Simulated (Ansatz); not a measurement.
Input

```
crystal:
  lattice:
    - [0.0, 2.8975125585, 2.8975125585]
    - [2.8975125585, 0.0, 2.8975125585]
    - [2.8975125585, 2.8975125585, 0.0]
  atoms:
    - { symbol: W, position: [0.0, 0.0, 0.0] }
    - { symbol: S, position: [0.5, 0.5, 0.5] }
basis:
  ecutwfc: 420
kpoints:
  mp_grid: { grid: [14, 14, 14] }
hamiltonian:
  xc: pbe
  hubbard: { sites: [{ species: W, l: d, u_eff: 6.2 }] }
scf:
  occupations: { method: gaussian, width: 0.1 }
output:
  forces: true
  stress: true
  eigenvalues: true
  write_density: true
  write_potential: true
  elf: true
  volumetric_format: npy
```

Command:

```sh
ansatz run input.yaml --threads 1 --pin off --max-ram 2560MiB --backend cpu --events-out ev --progress --plain --runs-dir out
```

Below, planes, directions and counts refer to the conventional cell (a = 5.80 Å, b = 5.80 Å, c = 5.80 Å, α = 90.00°, β = 90.00°, γ = 90.00°).

Space group Fm-3m; started from the rock salt prototype, which need not be the ambient phase; computed pressure about −21 GPa in this cell; Hubbard U of 6.2 eV on W d only.

These are results of DFT PBE+U, scalar-relativistic, plane waves, PAW in Ansatz, not measurements.

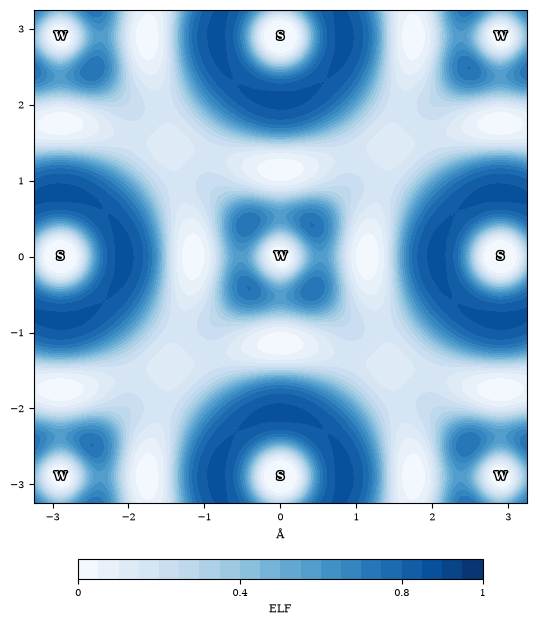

WS. Electron localisation function on the (100) plane of the conventional cell.

**Describe what can be read from this map.**

Atoms in the plane: W and S. W–S (2.90 Å): the ELF peaks at about 0.85 in the valence shell of S, 0.8 Å from its nucleus, and is about 0.20 at the midpoint. The features right at W lie inside the PAW spheres, where the map follows smoothed inner orbitals and isn't to be read closely.
